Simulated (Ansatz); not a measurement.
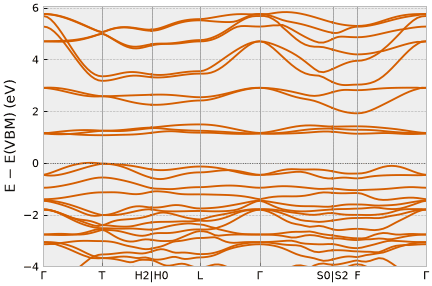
*Band structure from the program Ansatz at the PBE level (PAW)*

Task: Read off the gap and where the band edges lie.

Result: About 1.1 eV (1.07 eV by a search for the band edges); maximum on the Γ–T line, 81 % of the way from Γ, minimum at T.

The material is FeBiO3 in space group R3c (No. 161; Fe on 6a, Bi on 6a, O on 18b).

The PBE relaxation kept the symmetry of its start, as lowered by the spin order. Spin order of the final state: antiferromagnetic, chosen from 4 collinear starts compared on coarse meshes (ties went to the first, and starts can fall back to one state), not a proven ground state. Textbook magnetic order: antiferromagnetic. No Hubbard U is applied. Point labels and valley counts follow the cell and symmetry of the run, lower than the named group. Spin–orbit coupling is left out wherever it is not named.

Potentials: the earlier of the program's two PAW sets.
